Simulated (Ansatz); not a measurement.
# How Rh(100) screens a field, part 2 of 2

Aim: image plane and induced charge of Rh(100).

Ansatz 0.2.0; plane-wave DFT, r2SCAN, Ansatz PAW.

So far. Step 6 (Single point, field -0.1 V/Å): The dipole is -0.0514 e·Å. Step 7 (Atoms held, field 0.2 V/Å): The dipole is 0.103 e·Å.

**8. Atoms held, field -0.2 V/Å**

The input, input.yaml:

```yaml
crystal:
  lattice:
    - [2.6870057685, 0.0, 0.0]
    - [0.0, 2.6870057685, 0.0]
    - [0.0, 0.0, 27.5]
  atoms:
    - { symbol: Rh, position: [0.5, 0.5, 0.3272727273] }
    - { symbol: Rh, position: [0.0, 0.0, 0.3963636364] }
    - { symbol: Rh, position: [0.5, 0.5, 0.4654545455] }
    - { symbol: Rh, position: [0.0, 0.0, 0.5345454545] }
    - { symbol: Rh, position: [0.5, 0.5, 0.6036363636] }
    - { symbol: Rh, position: [0.0, 0.0, 0.6727272727] }
kpoints:
  mp_grid: { grid: [18, 18, 1] }
hamiltonian:
  xc: r2scan
scf:
  occupations: { method: fermi_dirac, width: 0.1 }
  convergence: { dr2_threshold: 1.0e-10 }
efield:
  axis: 3
  dipole_correction: true
  ramp_position: 0.97
  ramp_width: 0.06
  amplitude: -0.2
output:
  forces: true
  write_potential: true
  write_density: true
  volumetric_format: npy
```

Command:

```sh
> ansatz run input.yaml --threads 4 --pin off --max-ram 6144MiB --backend cpu --events-out ev --progress --plain --runs-dir out
```

Numbers of over 12 decimals in the logs are rounded to 6 here.

What it wrote:

```text
[...]
Crystal: 6 atoms, lattice volume = 198.550 Å³
Basis set: ecut = 500 eV, 4953 PW (Γ), exchange–correlation on 80×80×864 points (64 copies of the dense FFT grid, shifted against one another)
Bands: 62, of which v1, the nominal top of the filled ones, is band 51 counted from 1 (50 counted from 0)
Symmetry: 8 space group operations
k-points: 55 of 324
[...]
k-point 0: bands = [... 47 lower, 5.6000, 5.7241, 5.7241, 6.0142, 6.4042, 6.4417, 6.6251, 6.6251, ... 7 higher]
  k-point 1: bands = [... 47 lower, 5.4027, 5.5545, 5.6166, 6.1377, 6.2518, 6.3421, 6.6384, 6.7372, ... 7 higher]
  k-point 2: bands = [... 47 lower, 5.3208, 5.4301, 5.6107, 5.9997, 6.0770, 6.1131, 6.2388, 6.6200, ... 7 higher]
  k-point 54: bands = [... 47 lower, 6.6697, 7.3111, 7.3133, 7.3151, 7.3155, 7.8703, 7.8709, 10.6438, ... 7 higher]
[key lines of the parts left out:]
SCF converged after 15 iterations
Free energy (F): -38489.348152 eV
Fermi energy:    6.268999 eV
Dipole field:    D = -0.093609 V/Å  (p = -0.102713 e·Å, saw-weighted, corrected)
```

Elapsed: 58 s, on 4 threads of Arm Neoverse V1, shared host; peak memory 1.2 GiB; 3.8 min of CPU time.

The dipole is -0.103 e·Å.

**9. Atoms held, field 0.4 V/Å**

Changes to input.yaml since step 8:

```diff
@@ -24,3 +24,3 @@
   ramp_width: 0.06
-  amplitude: -0.2
+  amplitude: 0.4
 output:
@@ -30 +30,2 @@
   volumetric_format: npy
+  elf: true
```

What it wrote:

```text
[...]
Crystal: 6 atoms, lattice volume = 198.550 Å³
Basis set: ecut = 500 eV, 4953 PW (Γ), exchange–correlation on 80×80×864 points (64 copies of the dense FFT grid, shifted against one another)
Bands: 62, of which v1, the nominal top of the filled ones, is band 51 counted from 1 (50 counted from 0)
Symmetry: 8 space group operations
k-points: 55 of 324
[...]
k-point 0: bands = [... 47 lower, 5.5933, 5.7175, 5.7175, 6.0075, 6.3953, 6.4350, 6.6184, 6.6184, ... 7 higher]
  k-point 1: bands = [... 47 lower, 5.3973, 5.5478, 5.6099, 6.1310, 6.2451, 6.3337, 6.6320, 6.7305, ... 7 higher]
  k-point 2: bands = [... 47 lower, 5.3142, 5.4234, 5.6040, 5.9931, 6.0644, 6.1115, 6.2321, 6.6133, ... 7 higher]
  k-point 54: bands = [... 47 lower, 6.6631, 7.3031, 7.3070, 7.3091, 7.3093, 7.8632, 7.8645, 10.6373, ... 7 higher]
[key lines of the parts left out:]
SCF converged after 19 iterations
Free energy (F): -38489.378972 eV
Fermi energy:    6.262342 eV
Dipole field:    D = 0.187299 V/Å  (p = 0.205515 e·Å, saw-weighted, corrected)
```

Elapsed: 63 s, on 4 threads; peak memory 1.2 GiB; 4.1 min of CPU time.

Running mean over 1.9 Å of the planar mean, with the applied field; the ramp of the sawtooth is left out. Electron's electrostatic potential energy less the Fermi level against z:

```csv
z (Å),electron's electrostatic potential energy less the Fermi level (eV)
4,3.75
6,4.49
8,-3.54
10,-12.8
12,-13.1
14,-13.1
16,-13.0
18,-12.7
20,2.36
22,5.80
24,6.60
```

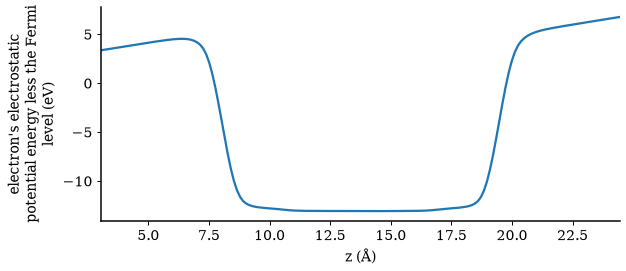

Electron's electrostatic potential energy less the Fermi level against z.

The dipole is 0.206 e·Å.

**10. The response**

This step: plane-wave DFT, r2SCAN, Ansatz PAW; screening of a field by a metal slab (Ansatz 0.2.0).

The dipoles give the slope, and the difference of two potentials shows where the field is screened.

This step gave:

```yaml
equivalent_conductor_thickness_p_eps_0ae: 12.87 Å
distance_between_the_outer_atoms: 9.500 Å
inner_field_over_outer_field: -0.001411
image_plane_upper_face: 1.654 Å
induced_electrons_on_the_upper_face_over_eps_0e: -1.005
image_plane_lower_face: 1.654 Å
induced_electrons_on_the_lower_face_over_eps_0e: 1.005
```

Dipole of the cell against applied field:

```csv
applied field (V/Å),dipole of the cell (e·Å)
-0.200,-0.103
-0.100,-0.0514
-0.050,-0.0257
0.000,0
0.050,0.0257
0.100,0.0514
0.200,0.103
0.400,0.206
```

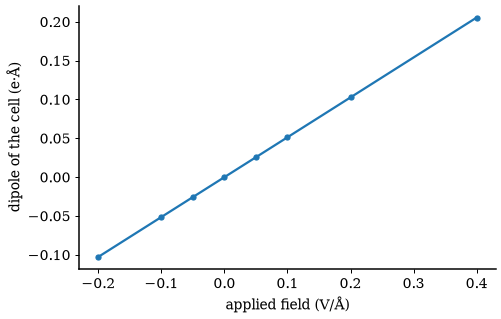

Dipole of the cell against applied field.

Local field over the applied field, running mean. From the potentials at -0.05 and 0.05 V/Å; running mean over 1.9 Å. Table of local field over applied field by z:

```csv
z (Å),local field over applied field
5,0.991
6,0.938
7,0.691
8,0.219
9,-0.0236
10,8.5e-4
11,0.00319
12,-0.00135
13,-8.4e-4
14,-0.00191
15,-4.7e-4
16,5.2e-5
17,0.00562
18,-0.0125
19,0.0494
20,0.450
21,0.854
22,0.976
23,0.997
```

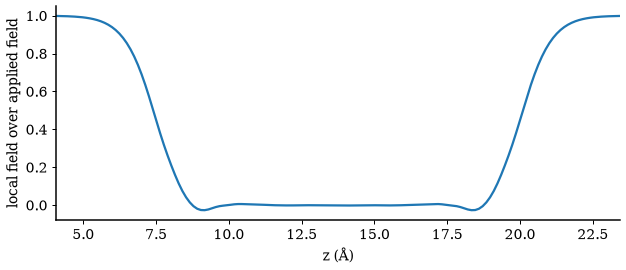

Local field over applied field, plotted against z.

The induced electron density oscillates, so the rows of the table below give means over windows of 1 Å about each position, cut where the curve ends. Its maxima inside the range that stand out by 2 % of the span (Å: e/Å³ per V/Å): 7.9: 0.00438, 9.0: 7.1e-4, 10.6: 2.1e-4, 11.2: 2.3e-4, 15.8: 1.1e-4, 16.6: -2.0e-5, 18.2: 9.7e-4, 18.8: 0.0015. Its minima: 8.7: -0.0015, 9.3: -9.7e-4, 10.9: 2.0e-5, 11.7: -1.1e-4, 16.3: -2.3e-4, 16.9: -2.1e-4, 18.5: -7.1e-4, 19.6: -0.00438.

Electrons, planar mean, per unit field. The induced electron density by z; means over each step:

```csv
z (Å),induced electron density (e/Å³ per V/Å)
5,6.9e-5
6,4.7e-4
7,0.00220
8,0.00324
9,-4.6e-4
10,-8.3e-5
11,1.2e-4
12,-4.9e-5
13,2.7e-5
14,-2.2e-5
15,-2.3e-6
16,-1.4e-5
17,-3.1e-5
18,2.2e-4
19,-8.7e-4
20,-0.00352
21,-0.00109
22,-1.9e-4
23,-2.6e-5
```

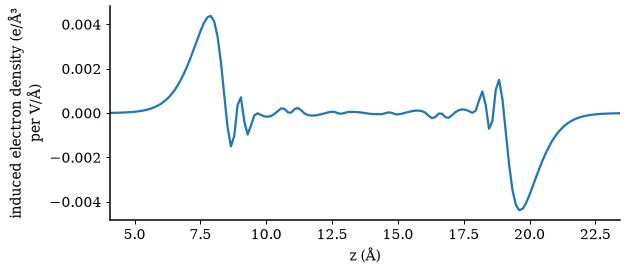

Induced electron density, plotted against z.

By hand: between -0.05 and 0.05 V/Å the dipole changes by 0.05135 e·Å, a slope of 0.5135 e·Å²/V. A perfect conductor of thickness t has p = ε₀AEt, so t = 180.95 × 0.5135 / 7.220 = 12.87 Å (e/ε₀ = 180.95 V·Å, A in Å²). Less the 9.50 Å between the outer atoms, and halved, that puts each image plane 1.68 Å out.

The induced dipole is that of a conductor 12.87 Å thick.

**11. Varying the input: efield.ramp_width = 0.04**

This step: plane-wave DFT, r2SCAN, Ansatz PAW (Ansatz 0.2.0).

A run with a changed input: it repeats the earlier run at 0.05 V/Å with efield.ramp_width from 0.06 to 0.04.

Changes to input.yaml since step 9:

```diff
@@ -23,4 +23,4 @@
   ramp_position: 0.97
-  ramp_width: 0.06
-  amplitude: 0.4
+  ramp_width: 0.04
+  amplitude: 0.05
 output:
@@ -30,2 +30 @@
   volumetric_format: npy
-  elf: true
```

What it wrote:

```text
[...]
Crystal: 6 atoms, lattice volume = 198.550 Å³
Basis set: ecut = 500 eV, 4953 PW (Γ), exchange–correlation on 80×80×864 points (64 copies of the dense FFT grid, shifted against one another)
Bands: 62, of which v1, the nominal top of the filled ones, is band 51 counted from 1 (50 counted from 0)
Symmetry: 8 space group operations
k-points: 55 of 324
[...]
SCF iter   1: F=—  HF=-38489.416702 eV  |F-HF|=—  |Δ(HF+E_count)|=         —  Δρ=2.46e-2  dr2=2.85e1  dr2_τ=1.37e-1  ethr=1.77e-3  p=0.000 e·Å  D=1.88e-5 V/Å  ΔV_dip=-0.00 eV  dr2_dipole=1.56e1  V_vac-E_F(+/−)=5.56/4.27 eV  ⟨swp⟩=8.3  Hψ=15394  notcnv=0  defer=41
[...]
SCF iter  17: F=-38489.338524 eV  HF=-38489.338524 eV  |F-HF|=1.46e-10  |Δ(HF+E_count)|=  6.55e-11  Δρ=5.06e-8  dr2=1.57e-11  dr2_τ=4.22e-13  ethr=1.00e-12  p=0.026 e·Å  D=2.34e-2 V/Å  ΔV_dip=-0.64 eV  dr2_dipole=9.94e-13  V_vac-E_F(+/−)=5.36/4.71 eV  ⟨swp⟩=6.9  Hψ=16637  notcnv=0
SCF 1 converged in 17 iterations: F = -38489.338524 eV  dr2 = 1.57e-11
[...]
SCF converged after 17 iterations
[...]
Free energy (F): -38489.338524 eV
[...]
Internal energy: -38489.045972 eV  (E = F + TS)
E sigma→0 (E₀):  -38489.192248 eV
Entropy (-TS):   -0.292552 eV (-48.759 meV/atom)
Fermi energy:    6.278368 eV
Dipole field:    D = 0.023405 V/Å  (p = 0.025681 e·Å, saw-weighted, corrected)
Work function:   not extracted (applied field tilts the vacuum); planar V_es + V_field profile in the machine report
[...]
--- Forces (eV/Å), atoms counted from 1 ---
  atom   1  Rh     0.00000000     0.00000000     0.62233478
  atom   2  Rh    -0.00000000     0.00000000    -0.54259107
  atom   3  Rh    -0.00000000     0.00000000    -0.20975918
  atom   4  Rh     0.00000000     0.00000000     0.21079188
  atom   5  Rh    -0.00000000     0.00000000     0.54086968
  atom   6  Rh     0.00000000     0.00000000    -0.62165170
  max |Σ_I F_I| component: 5.62e-6 eV/Å
--- Band table (eV; the first three rows and the last of 55) ---
  k-point 0: bands = [... 47 lower, 5.6094, 5.7335, 5.7335, 6.0236, 6.4143, 6.4510, 6.6345, 6.6345, ... 7 higher]
  k-point 1: bands = [... 47 lower, 5.4117, 5.5639, 5.6260, 6.1471, 6.2611, 6.3520, 6.6477, 6.7466, ... 7 higher]
  k-point 2: bands = [... 47 lower, 5.3302, 5.4395, 5.6201, 6.0091, 6.0886, 6.1205, 6.2482, 6.6294, ... 7 higher]
  k-point 54: bands = [... 47 lower, 6.6790, 7.3214, 7.3220, 7.3245, 7.3246, 7.8799, 7.8801, 10.6532, ... 7 higher]
```

It took 69 s on 4 threads; peak memory 1.2 GiB; 4.6 min of CPU time.

Numbers from this step:

| Quantity | Value |
| --- | --- |
| energy at zero smearing | -38489.1922 eV |
| dipole along the normal | 0.02568 e·Å |

Force by atom:

```csv
atom,x (eV/Å),y (eV/Å),z (eV/Å),size
Rh1,0.000,0.000,0.622,0.622
Rh2,0.000,0.000,-0.543,0.543
Rh3,0.000,0.000,-0.210,0.210
Rh4,0.000,0.000,0.211,0.211
Rh5,0.000,0.000,0.541,0.541
Rh6,0.000,0.000,-0.622,0.622
```

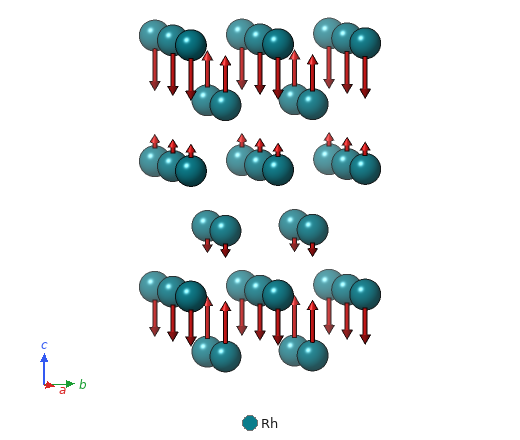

Force as arrows, the longest 0.622 eV/Å. 2×2×1 cells are drawn. Some periodic images of atoms are drawn too.

```csv
quantity,this run,earlier run,difference
dipole along the normal (e·Å),0.02568,0.02567,8.3e-6
```

The dipole moves by under 0.5 % or 5e-5 e·Å.

**12. Varying the input**

Another changed input: it repeats the earlier run at 0.05 V/Å with efield.ramp_width from 0.06 to 0.15 and efield.dipole_correction from true to false.

Changes to input.yaml since step 11:

```diff
@@ -21,5 +21,5 @@
   axis: 3
-  dipole_correction: true
+  dipole_correction: false
   ramp_position: 0.97
-  ramp_width: 0.04
+  ramp_width: 0.15
   amplitude: 0.05
```

What it wrote:

```text
[...]
Crystal: 6 atoms, lattice volume = 198.550 Å³
Basis set: ecut = 500 eV, 4953 PW (Γ), exchange–correlation on 80×80×864 points (64 copies of the dense FFT grid, shifted against one another)
Bands: 62, of which v1, the nominal top of the filled ones, is band 51 counted from 1 (50 counted from 0)
Symmetry: 8 space group operations
k-points: 55 of 324
[...]
SCF iter   1: F=—  HF=-38489.416282 eV  |F-HF|=—  |Δ(HF+E_count)|=         —  Δρ=2.46e-2  dr2=2.85e1  dr2_τ=1.37e-1  ethr=1.77e-3  p=0.001 e·Å  V_vac-E_F(+/−)=5.56/4.43 eV  ⟨swp⟩=8.2  Hψ=15370  notcnv=0  defer=40
[...]
SCF iter  12: F=-38489.339088 eV  HF=-38489.339088 eV  |F-HF|=2.62e-10  |Δ(HF+E_count)|=   4.02e-9  Δρ=1.42e-7  dr2=8.64e-11  dr2_τ=4.58e-12  ethr=1.00e-12  p=0.048 e·Å  V_vac-E_F(+/−)=5.61/4.69 eV  ⟨swp⟩=12.8  Hψ=23662  notcnv=0
SCF 1 converged in 12 iterations: F = -38489.339088 eV  dr2 = 8.64e-11
[...]
SCF converged after 12 iterations
Free energy (F): -38489.339088 eV
[...]
Internal energy: -38489.046536 eV  (E = F + TS)
E sigma→0 (E₀):  -38489.192812 eV
Entropy (-TS):   -0.292552 eV (-48.759 meV/atom)
Fermi energy:    6.208837 eV
Dipole field:    D = 0.043983 V/Å  (p = 0.048261 e·Å, saw-weighted)
Work function:   not extracted (applied field tilts the vacuum); planar V_es + V_field profile in the machine report
[...]
--- Forces (eV/Å), atoms counted from 1 ---
  atom   1  Rh     0.00000000     0.00000000     0.62251816
  atom   2  Rh     0.00000000     0.00000000    -0.54335678
  atom   3  Rh    -0.00000000     0.00000000    -0.20929906
  atom   4  Rh     0.00000000     0.00000000     0.21124722
  atom   5  Rh    -0.00000000     0.00000000     0.54012812
  atom   6  Rh    -0.00000000     0.00000000    -0.62122846
  max |Σ_I F_I| component: 9.20e-6 eV/Å
--- Band table (eV; the first three rows and the last of 55) ---
  k-point 0: bands = [... 47 lower, 5.5399, 5.6640, 5.6640, 5.9541, 6.3446, 6.3815, 6.5649, 6.5649, ... 7 higher]
  k-point 1: bands = [... 47 lower, 5.3422, 5.4943, 5.5564, 6.0775, 6.1916, 6.2824, 6.5782, 6.6771, ... 7 higher]
  k-point 2: bands = [... 47 lower, 5.2607, 5.3700, 5.5505, 5.9396, 6.0187, 6.0513, 6.1787, 6.5599, ... 7 higher]
  k-point 54: bands = [... 47 lower, 6.6095, 7.2516, 7.2527, 7.2550, 7.2552, 7.8103, 7.8106, 10.5836, ... 7 higher]
```

The job ended after 49 s (4 threads; peak memory 1.2 GiB; 3.2 min of CPU time).

```csv
quantity,this run,earlier run,difference
dipole along the normal (e·Å),0.04826,0.02567,0.023
```

With the dipole correction off, the periodic images add a field of their own to the typed one.

It moves by +0.0226 e·Å.

These numbers are not those of the isolated slab.

**13. Results**

| Property | Result |
| --- | --- |
| work function | 5.06 eV |
| image plane, upper face | 1.65 Å |
| induced electrons on the upper face over ε₀E | -1.00 |
| equivalent conductor thickness p/(ε₀AE) | 12.9 Å |
| inner field over outer field | -0.00141 |

**Reading.** The induced charge has its centre 1.65 Å outside the outermost atoms; this is the plane from which a capacitor's gap or an image potential counts. The equivalent conductor thickness exceeds the distance between the outer atoms by 3.37 Å, about the sum of the two image-plane distances. In the middle of the slab the field is screened to under 0.5 % of its outer value. The atoms are held at bulk positions with the tabulated experimental lattice constant.

[Logs are printed without paths, hosts, clocks, repeated set-up lines and the standing remarks that a program may print on its own settings, such as how far it seeks lower states.]

[Hosts, paths, dates, database ids (printed as entryN), source tags and the programs' standing remarks are cut or masked in the printed files.]

[Maps of the electrostatic potential energy from Ansatz leave out the sawtooth potential of an applied field or a dipole correction, so their vacuum need not be flat; planar profiles and work functions include it.]
